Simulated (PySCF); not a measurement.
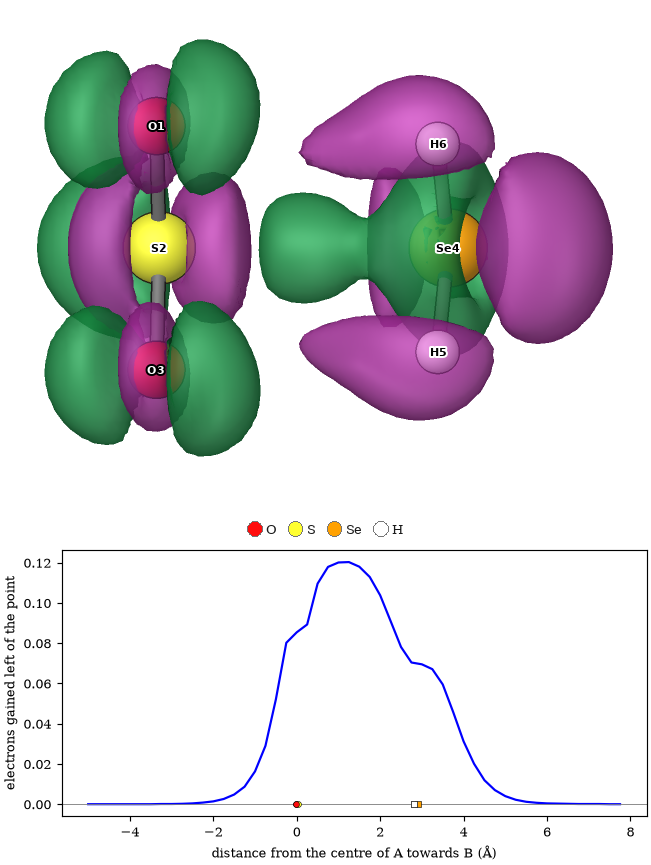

Figure. H2O2SSe, SMILES `O=S=O.[SeH2]`. Density of the complex less the densities of the two fragments at the same geometry, ±0.006 e/Å³ (green: gain, purple: loss). Fragment A: SO2 (atoms 1–3); fragment B: H2Se. Below: the charge-displacement curve along the line of centres (A on the left).

Method: TPSS/def2-SVPD; geometry: GFN2-xTB; program: PySCF. GFN2-xTB bond lengths at metals and heavier atoms can be off by up to 0.1 Å and shapes distorted, which carries into these values.

Coordinates in Å:

```
O1      -1.6346   -1.2195   -0.3600
S2      -1.4756    0.0002    0.3911
O3      -1.6353    1.2187   -0.3603
Se4      1.3977    0.0001    0.0395
H5       1.1239    1.0399   -0.9184
H6       1.1244   -1.0393   -0.9182
```

> How is the density rearranged on binding?

Hirshfeld charges show 0.117 e passing from B to A. By Hirshfeld charges, electrons gather most on O1 and O3 alike (−0.047 e) and leave Se4 most (+0.069 e); 0.22 e is displaced in all, which induces a dipole of 2.09 D.

> What is the interaction energy, and which contacts carry it?

The counterpoise-corrected interaction energy of the frozen fragments is +0.4 kcal/mol without dispersion correction and −2.1 kcal/mol with D3(BJ). The pair geometry is semi-empirical, not a minimum at this level. Contacts: S2···Se4, 2.90 Å, ρ = 0.032 a.u. The pose is a local one from a semi-empirical search, not shown to be the most stable.

Cost of the run: 61 s on 1 thread of Arm Neoverse V2 (shared host), peak memory 0.55 GiB.
